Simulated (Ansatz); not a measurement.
```xyz
9

Sn   -1.3111    0.9469    0.1789
H    -0.5810   -0.4655   -1.3652
O     0.2012   -0.3416    0.9031
C     1.0465   -0.8273    0.0988
H     0.1530   -0.9121   -1.2870
H    -2.1600    1.2264    1.6723
H    -0.4114    2.4396    0.0380
H     1.3052   -1.8865    0.1868
H     1.7577   -0.1799   -0.4258
```

A transition-state structure; geometry: PBE0-D4/def2-TZVP; core potentials replace the inner electrons of Sn.

Theory: RKS PBE0-D4/def2-TZVPP (Ansatz).

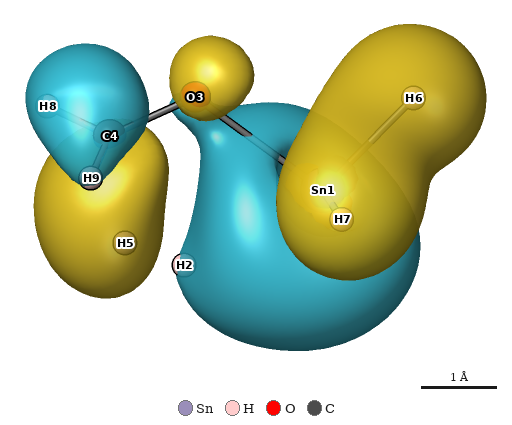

CH$_{4}$OSn···H···H. One frontier orbital at ±0.08 Å⁻³ᐟ² (yellow and cyan are the two phases), seen across its widest extent.

Q: Which orbital is it: HOMO or LUMO?

A: The HOMO, at −6.19 eV. By Hirshfeld shares it lies mainly on Sn1 (about 50 %), C4 (about 15 %), H6 (about 10 %), H7 (about 10 %), H5 (about 5 %) and H2 (about 5 %).
